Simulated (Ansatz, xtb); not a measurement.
**Ligand exchange: BH(CH3)Cl + KNH2 → BH(CH3)(NH2) + KCl**

Gas-phase species: BH(CH3)Cl, singlet; KNH2 `[NH2][K]`, singlet; BH(CH3)(NH2), singlet; KCl, singlet. The partners trade Cl for NH2: B–Cl and K–NH2 bonds give way to B–NH2 and K–Cl.

Shapes, held fixed at every level: PBE0-D4/def2-TZVP. Programs: Ansatz 0.2.0, xtb 6.7.1. The zero-point and thermal change to 298 K, harmonic and unscaled (PBE0-D4/def2-TZVP), is +12.6 kJ/mol.

```csv
level,kind,ΔH(298 K) (kJ/mol),less CCSD(T)/def2-TZVPP
GFN0-xTB,semi-empirical,-14.1,+248.8
HF/def2-SVP,Hartree–Fock,-312.4,-49.5
SPW92/def2-TZVPP,LDA,-262.1,+0.8
PBE0-D4/def2-TZVPP,global hybrid,-268.8,-5.9
B2PLYP/def2-TZVPP,double hybrid,-266.1,-3.2
MP2/def2-SVP,perturbation theory,-276.8,-13.9
CCSD(T)/def2-SVP,coupled cluster or CI,-274.5,-11.6
CCSD/def2-TZVPP,coupled cluster or CI,-268.3,-5.4
CCSD(T)/def2-TZVPP,coupled cluster or CI,-262.9,0.0
```

The highest level, CCSD(T)/def2-TZVPP, gives ΔH(298 K) = -262.9 kJ/mol; the levels span -312.4 to -14.1. GFN0-xTB strays far from the other rows. The column of differences is taken from that level and isn't an error. No measured value is set beside it here. Outer-core shells of K are correlated, in sets that cover them unevenly. Sets without diffuse functions underbind ionic bonds of s-block metals.

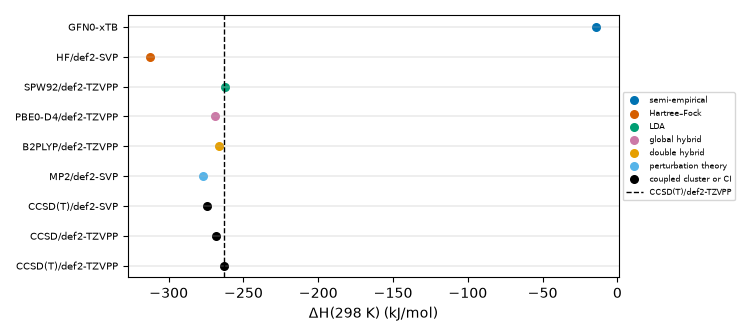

The values of the table, level by level.
